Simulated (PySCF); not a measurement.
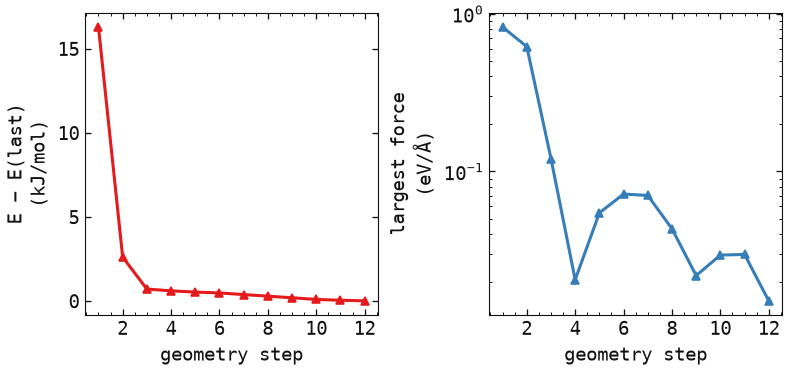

History of a geometry optimisation.

The run: C2H10Ge2O (SMILES CC[O][GeH2][GeH3]), by PBE0-D3(BJ)/def2-SVP, geometry optimisation in PySCF 2.14.0, density fitting.

> How did the optimisation end?

The optimisation met its thresholds at geometry 12, counting the start as the first. The energy fell by about 16 kJ/mol from the first step to the last. The largest force goes from about 0.82 eV/Å at the start to 0.015 eV/Å at the end.

> By which step was nine tenths of the energy gained?

By step 3 of 12.
